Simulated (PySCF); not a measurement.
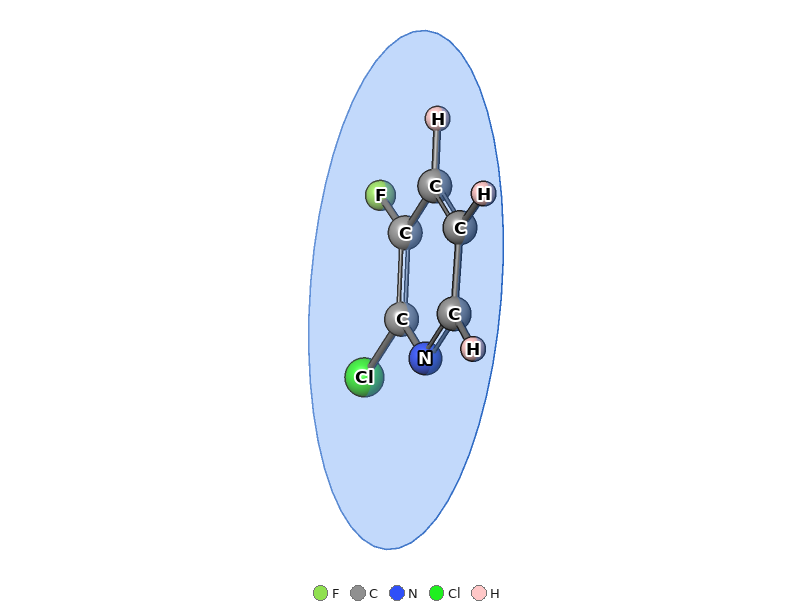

All proper rotation axes (lines) and mirror planes (discs) of the structure are drawn in. Distant atoms are faded towards the background colour. The geometry was computed by an optimisation with PBE0-D3(BJ)/def2-TZVP. No frequency run is at hand to confirm it as a minimum.

### Name the symmetry elements and the point group.

It has 1 mirror plane. Point group Cs. The group has 2 operations. The geometry is achiral, and symmetry allows a dipole moment.
